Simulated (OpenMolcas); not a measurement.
**GeCl2 (SMILES Cl[Ge]Cl), step by step**

Wanted: a single-point energy (HF/ANO-RCC-MB), then the energy (CASSCF(2,2)/ANO-RCC-VDZP), then an energy scan (CASPT2(2,2)/ANO-RCC-VDZP), then an energy scan (SC-NEVPT2(2,2)/ANO-RCC-VDZP), then an energy scan (MC-PDFT[tPBE](2,2)/ANO-RCC-VDZP) of GeCl2. 

Program for the calculation: OpenMolcas 26.06.

## 1. The molecule

GeCl2: 3 atoms, total charge 0, spin state singlet. As SMILES, `Cl[Ge]Cl`. Geometry: relaxed at PBE0-D4/def2-TZVP.

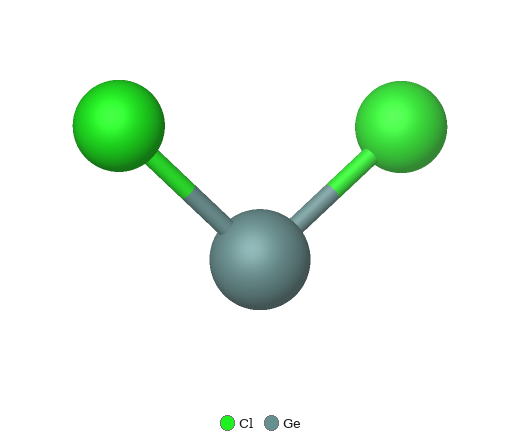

Viewed from a chosen angle; chlorine green, germanium teal.

## 2. The energy at HF/ANO-RCC-MB (DKH2) (run 1)

Input file input.xyz:

```xyz
3

Cl    -0.065420    -1.681680     0.422740
Ge    -0.421210     0.067170    -0.832020
Cl     0.486630     1.614500     0.409270
```

Input file step1.input:

```
* Cl2Ge Hartree-Fock
&GATEWAY
Coord=input.xyz
Basis=ANO-RCC-MB
Group=NoSym
&SEWARD
&SCF
PrOrbitals=0
&LOCALISATION
Occupied
Freeze
Pipek-Mezey
&LOCALISATION
FileOrb=$Project.LocOrb
Virtual
Pipek-Mezey
```

On the command line:

```
$ export MOLCAS_MEM=1860
$ pymolcas step1.input > step1.log
```

The program printed:

```text
--- Start Module: gateway ---
[...]
--- Stop Module: gateway /rc=_RC_ALL_IS_WELL_ ---
[...]
      Basis functions           36
[...]
       Convergence after   8 Iterations
[...]
::    Total SCF energy                              -3018.8777552351
[...]
      Total spin, S                                     0.0000000000
[...]
      Total electronic charge=   66.000000
      Total            charge=   -0.000000
[...]
      Dipole Moment (debye):
      Origin of the operator (angstrom)=   -0.1141    0.0182   -0.2253
                   X= -1.4717E+00               Y=  2.3492E-01               Z= -2.9072E+00           Total=  3.2669E+00
      Quadrupole Moment (debye*angstrom):
[...]
--- Start Module: localisation ---
[...]
--- Stop Module: localisation /rc=_RC_ALL_IS_WELL_ ---
--- Start Module: localisation ---
[...]
--- Stop Module: localisation /rc=_RC_ALL_IS_WELL_ ---
[...]
```

It took 3.6 s on 1 thread of Intel Xeon 6975P-C (Granite Rapids), shared host; peak memory 0.41 GiB.

## 3. A single-point energy at CASSCF(2,2)/ANO-RCC-VDZP (DKH2) (run 2)

input.xyz is that of step 2.

Input file step2.inp:

```
&gateway
 coord=input.xyz
 basis=ANO-RCC-MB
 group=NoSym

&seward

&rasscf
 fileorb=$CurrDir/step1.LocOrb
 alter=2
 1 28 33
 1 34 35
 spin=1
 nactel=2 0 0
 inactive=32
 ras2=2
 orblisting=Nothing
>>> COPY $Project.RunFile RUNFIL1
>>> COPY $Project.RasOrb INPORB

&gateway
 coord=input.xyz
 basis=ANO-RCC-VDZP
 group=NoSym

&seward
>>> COPY $Project.RunFile RUNFIL2

&expbas

&rasscf
 fileorb=$Project.ExpOrb
 spin=1
 nactel=2 0 0
 inactive=32
 ras2=2
 orblisting=Nothing
```

On the command line:

```
$ export MOLCAS_MEM=1860
$ pymolcas step2.inp > step2.log
```

The program printed:

```text
--- Start Module: gateway ---
[...]
--- Stop Module: gateway /rc=_RC_ALL_IS_WELL_ ---
[...]
      Basis functions           36
[...]
      Number of active orbitals                  2
[...]
      Spin quantum number                      0.0
[...]
      Active orbitals                            2
[...]
      Number of CSFs                             3
[...]
      Number of root(s) required                 1
[...]
      Convergence after 14 iterations
[...]
      printout of CI-coefficients larger than  0.05 for root  1
      energy=   -3018.887296
      conf/sym  11     Coeff  Weight
             1  20   0.99317 0.98639
             3  02  -0.11667 0.01361
      Natural orbitals and occupation numbers for root  1
      sym 1:   1.972775   0.027225
      ************************************************************************************************************************
      *                                                    Final results                                                     *
[...]
::    RASSCF root number  1 Total energy:  -3018.88729577
[...]
      Basis functions           63
[...]
--- Start Module: expbas ---
[...]
--- Stop Module: expbas /rc=_RC_ALL_IS_WELL_ ---
--- Start Module: rasscf ---
[...]
      Convergence after 21 iterations
[...]
      Natural orbitals and occupation numbers for root  1
      sym 1:   1.982512   0.017488
      ************************************************************************************************************************
      *                                                    Final results                                                     *
[...]
::    RASSCF root number  1 Total energy:  -3018.97383456
[...]
      Total electronic charge=   66.000000
      Total            charge=   -0.000000
[...]
      Dipole Moment (debye):
      Origin of the operator (angstrom)=   -0.1141    0.0182   -0.2253
                   X= -1.2144E+00               Y=  2.1403E-02               Z= -2.3426E+00           Total=  2.6388E+00
      Quadrupole Moment (debye*angstrom):
[...]
--- Stop Module: rasscf /rc=_RC_ALL_IS_WELL_ ---
[...]
```

Wall time 11 s (1 thread of Intel Xeon 6975P-C (Granite Rapids), shared host); peak memory 0.41 GiB.

## 4. The energy along one coordinate at CASPT2(2,2)/ANO-RCC-VDZP (DKH2, ipea shift 0.25 Eh, pt2 variant SS) (run 3)

Input file step3.input:

```
>>> COPY $CurrDir/step2.RasOrb $Project.RasOrb
>>> ForEach K in (1, 2, 3, 4, 5, 6, 7, 8, 9)

&gateway
  coord
  $CurrDir/point$K.xyz
  basis
  ANO-RCC-VDZP
  group
  NoSym

&seward

&rasscf
  fileorb
  $Project.RasOrb
  spin
  1
  nactel
  2 0 0
  inactive
  32
  ras2
  2
  orblisting
  Nothing

&caspt2
  imaginary
  0.2
  frozen
  19
>>> EndDo
```

On the command line:

```
$ export MOLCAS_MEM=1860
$ pymolcas step3.input > step3.log
```

The program printed:

```text
[...]
      Basis functions           63
[...]
      Number of active orbitals                  2
[...]
      Spin quantum number                      0.0
[...]
      Active orbitals                            2
[...]
      Number of CSFs                             3
[...]
      Number of root(s) required                 1
[...]
      Convergence after 19 iterations
[...]
      Natural orbitals and occupation numbers for root  1
      sym 1:   1.990810   0.009190
      ************************************************************************************************************************
      *                                                    Final results                                                     *
[...]
::    RASSCF root number  1 Total energy:  -3018.95148521
[...]
::    CASPT2 Root  1     Total energy:  -3019.46397325
[...]
      Convergence after 17 iterations
[...]
      Natural orbitals and occupation numbers for root  1
      sym 1:   1.982494   0.017506
      ************************************************************************************************************************
      *                                                    Final results                                                     *
[...]
      Convergence after 22 iterations
[...]
      Natural orbitals and occupation numbers for root  1
      sym 1:   1.700851   0.299149
      ************************************************************************************************************************
      *                                                    Final results                                                     *
[...]
      Convergence after 20 iterations
[...]
      Natural orbitals and occupation numbers for root  1
      sym 1:   1.324401   0.675599
      ************************************************************************************************************************
      *                                                    Final results                                                     *
[...]
      Convergence after 25 iterations
[...]
      Natural orbitals and occupation numbers for root  1
      sym 1:   1.091104   0.908896
      ************************************************************************************************************************
      *                                                    Final results                                                     *
[...]
::    RASSCF root number  1 Total energy:  -3018.86603570
[...]
::    CASPT2 Root  1     Total energy:  -3019.34629964
[...]
      Convergence after 25 iterations
[...]
::    RASSCF root number  1 Total energy:  -3018.86576609
[...]
::    CASPT2 Root  1     Total energy:  -3019.34549745
[...]
```

It took 64 s on 1 thread of Intel Xeon 6975P-C (Granite Rapids), shared host; peak memory 0.41 GiB.

The scan, from its lowest point:

| Ge2–Cl1 (Å) | energy (kJ/mol) |
| --- | --- |
| 1.963 | 52.0 |
| 2.182 | 0.0 |
| 2.400 | 16.1 |
| 2.727 | 82.3 |
| 3.163 | 179.4 |
| 3.709 | 280.5 |
| 4.363 | 344.6 |
| 5.236 | 361.0 |
| 6.545 | 363.1 |

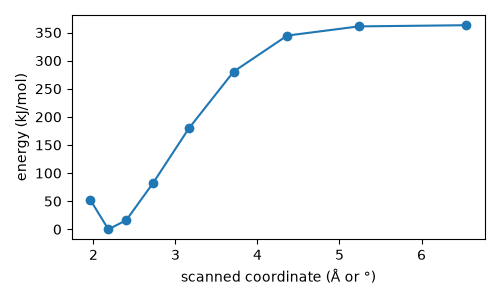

Energy along the scan.

## 5. An energy scan at SC-NEVPT2(2,2)/ANO-RCC-VDZP (DKH2, pt2 variant SC-NEVPT2) (run 4)

Input file step4.inp:

```
* Cl2Ge NEVPT2
>>> COPY $CurrDir/step2.RasOrb $Project.RasOrb
>>> ForEach K in (1, 2, 3, 4, 5, 6, 7, 8, 9)

&gateway
  coord
  $CurrDir/point$K.xyz
  basis
  ANO-RCC-VDZP
  group
  NoSym

&seward

&rasscf
  fileorb
  $Project.RasOrb
  spin
  1
  nactel
  2 0 0
  inactive
  32
  ras2
  2
  orblisting
  Nothing

&caspt2
  sc-nevpt2
  frozen
  19
>>> EndDo
```

On the command line:

```
$ export MOLCAS_MEM=1860
$ pymolcas step4.inp > step4.log
```

The program printed:

```text
[...]
      Basis functions           63
[...]
      Number of active orbitals                  2
[...]
      Spin quantum number                      0.0
[...]
      Active orbitals                            2
[...]
      Number of CSFs                             3
[...]
      Number of root(s) required                 1
[...]
      Convergence after 19 iterations
[...]
      printout of CI-coefficients larger than  0.05 for root  1
      energy=   -3018.951485
      conf/sym  11     Coeff  Weight
             1  20   0.99770 0.99540
             3  02  -0.06779 0.00460
      Natural orbitals and occupation numbers for root  1
      sym 1:   1.990810   0.009190
      ************************************************************************************************************************
      *                                                    Final results                                                     *
[...]
::    RASSCF root number  1 Total energy:  -3018.95148521
[...]
      E2 (Variational):          -0.5079040199
[...]
::    SC-NEVPT2 Root  1     Total energy:  -3019.45926543
[...]
      Convergence after 17 iterations
[...]
      Natural orbitals and occupation numbers for root  1
      sym 1:   1.982494   0.017506
      ************************************************************************************************************************
      *                                                    Final results                                                     *
[...]
      Convergence after 22 iterations
[...]
      Natural orbitals and occupation numbers for root  1
      sym 1:   1.700851   0.299149
      ************************************************************************************************************************
      *                                                    Final results                                                     *
[...]
      Convergence after 20 iterations
[...]
      Natural orbitals and occupation numbers for root  1
      sym 1:   1.324401   0.675599
      ************************************************************************************************************************
      *                                                    Final results                                                     *
[...]
      Convergence after 25 iterations
[...]
::    RASSCF root number  1 Total energy:  -3018.86603570
[...]
::    SC-NEVPT2 Root  1     Total energy:  -3019.34450715
[...]
      Convergence after 25 iterations
[...]
::    RASSCF root number  1 Total energy:  -3018.86576609
[...]
      E2 (Variational):          -0.4779947810
[...]
      Reference weight:           0.85908
[...]
::    SC-NEVPT2 Root  1     Total energy:  -3019.34376087
[...]
```

Run time: 59 s. Hardware: 1 thread of Intel Xeon 6975P-C (Granite Rapids), shared host; peak memory 0.41 GiB.

The scan, from its lowest point:

| Ge2–Cl1 (Å) | energy (kJ/mol) |
| --- | --- |
| 1.963 | 60.1 |
| 2.182 | 0.0 |
| 2.400 | 9.5 |
| 2.727 | 73.9 |
| 3.163 | 172.9 |
| 3.709 | 279.6 |
| 4.363 | 345.8 |
| 5.236 | 361.4 |
| 6.545 | 363.4 |

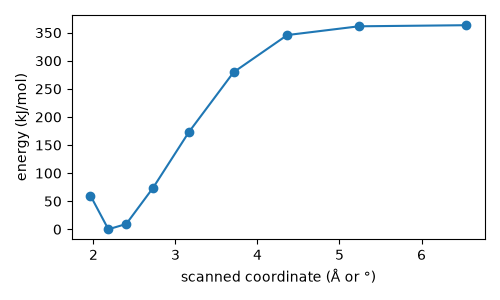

Energy along the scan.

## 6. An energy scan at MC-PDFT[tPBE](2,2)/ANO-RCC-VDZP (DKH2) (run 5)

Input file step5.inp:

```
>>> COPY $CurrDir/step2.RasOrb $Project.RasOrb
>>> ForEach K in (1, 2, 3, 4, 5, 6, 7, 8, 9)

&GATEWAY
  Coord=$CurrDir/point$K.xyz
  Basis=ANO-RCC-VDZP
  Group=NoSym

&SEWARD

&RASSCF
  FileOrb=$Project.RasOrb
  Spin=1
  Nactel=2 0 0
  Inactive=32
  Ras2=2
  OrbListing=Nothing

&MCPDFT
  KSDFT=T:PBE
>>> EndDo
```

On the command line:

```
$ export MOLCAS_MEM=1860
$ pymolcas step5.inp > step5.log
```

The program printed:

```text
--- Start Module: gateway ---
[...]
      Basis functions           63
[...]
      Number of active orbitals                  2
[...]
      Spin quantum number                      0.0
[...]
      Active orbitals                            2
[...]
      Number of CSFs                             3
[...]
      Number of root(s) required                 1
[...]
      Convergence after 19 iterations
[...]
      printout of CI-coefficients larger than  0.05 for root  1
      energy=   -3018.951485
      conf/sym  11     Coeff  Weight
             1  20   0.99770 0.99540
             3  02  -0.06779 0.00460
      Natural orbitals and occupation numbers for root  1
      sym 1:   1.990810   0.009190
      ************************************************************************************************************************
      *                                                    Final results                                                     *
[...]
::    RASSCF root number  1 Total energy:  -3018.95148521
[...]
::    MCPDFT root number  1 Total energy:  -3021.39323623
[...]
      Convergence after 17 iterations
[...]
      Natural orbitals and occupation numbers for root  1
      sym 1:   1.982494   0.017506
      ************************************************************************************************************************
      *                                                    Final results                                                     *
[...]
      Convergence after 22 iterations
[...]
      Natural orbitals and occupation numbers for root  1
      sym 1:   1.700851   0.299149
      ************************************************************************************************************************
      *                                                    Final results                                                     *
[...]
      Convergence after 20 iterations
[...]
      Natural orbitals and occupation numbers for root  1
      sym 1:   1.324401   0.675599
      ************************************************************************************************************************
      *                                                    Final results                                                     *
[...]
      Convergence after 25 iterations
[...]
::    RASSCF root number  1 Total energy:  -3018.86603570
[...]
::    MCPDFT root number  1 Total energy:  -3021.26777475
[...]
      Convergence after 25 iterations
[...]
::    RASSCF root number  1 Total energy:  -3018.86576609
[...]
      Total electronic charge=   66.000000
      Total            charge=   -0.000000
[...]
::    MCPDFT root number  1 Total energy:  -3021.26685302
[...]
```

It took 61 s on 1 thread of Intel Xeon 6975P-C (Granite Rapids), shared host; peak memory 0.41 GiB.

The scan, from its lowest point:

| Ge2–Cl1 (Å) | energy (kJ/mol) |
| --- | --- |
| 1.963 | 56.7 |
| 2.182 | 0.0 |
| 2.400 | 11.4 |
| 2.727 | 70.8 |
| 3.163 | 158.9 |
| 3.709 | 264.3 |
| 4.363 | 361.0 |
| 5.236 | 386.1 |
| 6.545 | 388.6 |

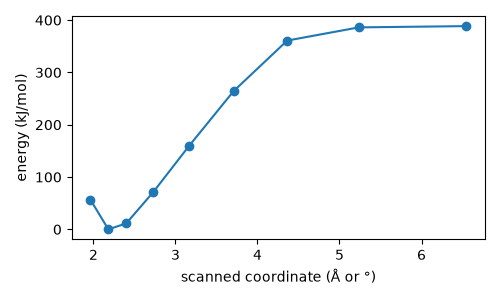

Energy along the scan.

## 7. Results

```
                                                         quantity           value
                               run 1, HF/ANO-RCC-MB: total energy  -3018.87776 Eh
                              run 1, HF/ANO-RCC-MB: dipole moment          3.27 D
                                run 1, HF/ANO-RCC-MB: HOMO energy       -10.96 eV
                                run 1, HF/ANO-RCC-MB: LUMO energy        -0.76 eV
                              run 1, HF/ANO-RCC-MB: HOMO–LUMO gap        10.20 eV
                    run 2, CASSCF(2,2)/ANO-RCC-VDZP: total energy  -3018.97383 Eh
  run 2, CASSCF(2,2)/ANO-RCC-VDZP: dipole moment (CASSCF density)          2.64 D
       run 3, CASPT2(2,2)/ANO-RCC-VDZP: lowest energy of the scan  -3019.48378 Eh
    run 4, SC-NEVPT2(2,2)/ANO-RCC-VDZP: lowest energy of the scan  -3019.48216 Eh
run 5, MC-PDFT[tPBE](2,2)/ANO-RCC-VDZP: lowest energy of the scan  -3021.41485 Eh
```

In words: Mulliken charges (run 2, CASSCF(2,2)/ANO-RCC-VDZP) run from -0.50 on Cl3 to +0.96 on Ge2.
